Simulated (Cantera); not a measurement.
A closed system holds: 1 mol CH₃Cl, equilibrated at 100000 Pa.

Equilibrium computed with Cantera from the NASA thermochemical tables; the gas is ideal and each condensed phase is pure. Candidate condensed phases: C, C₆H₆, C₇H₈, C₈H₁₈; 91 gas species. Rates play no part.

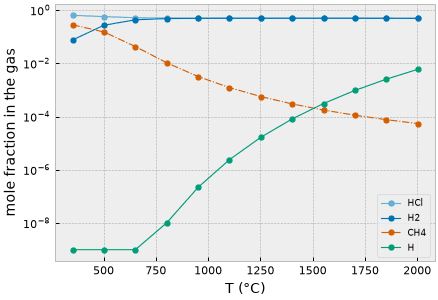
Figure: Equilibrium gas composition (values under 1e-9 drawn at 1e-9)

From 352 °C to 2002 °C the condensed part is C(graphite). The main C-bearing gas is CH₄ at 352 °C and C₂H₂ (acetylene) at 2002 °C.
